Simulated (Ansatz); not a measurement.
Starting cell, C (graphite type, space group P6_3/mmc):

```
CELL_PARAMETERS angstrom
      2.45522     0.00000     0.00000
     -1.22761     2.12628     0.00000
      0.00000     0.00000     6.67049
ATOMIC_POSITIONS crystal
  C  0.00000 0.00000 0.25000
  C  0.00000 0.00000 0.75000
  C  0.33333 0.66667 0.25000
  C  0.66667 0.33333 0.75000
```

In each cell atom 1 (C, nearest neighbour C at 1.418 Å; its periodic images, 2.5 Å or more away, move with it) moves by s·(0.707, 0.707, 0.000) (along Cartesian [110]), the rest being held.

These are r2SCAN+rVV10 (plane waves to 500 eV, PAW, scalar-relativistic; Ansatz, a program for electronic structure) values and carry that method's errors. k mesh 12×12×4 (Γ-centred), Fermi-Dirac smearing 0.05 eV. E stands for the smeared free energy. With partly filled bands, energies and forces of such displacements shift with the k mesh and the smearing. C was relaxed with its symmetry unable to fall. The PAW data are Ansatz's earlier set. The zero of ΔE is the undisplaced structure.

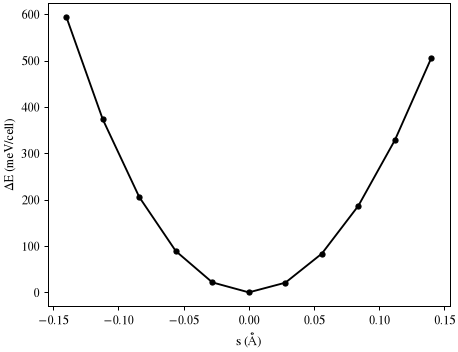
Figure. ΔE (meV/cell) against s (Å); computed points joined by lines.

Q: Is the energy the same for displacements of ±0.140 Å, and if not, which side lies higher?

A: Not even: the negative side lies higher at ±0.140 Å.

Q: What is the energy change at s = 0.140 Å?

A: About 510 meV/cell.

(A displaced cell: forces are minus the slopes of the energy, force constants its curvatures, and phonons follow from these.)
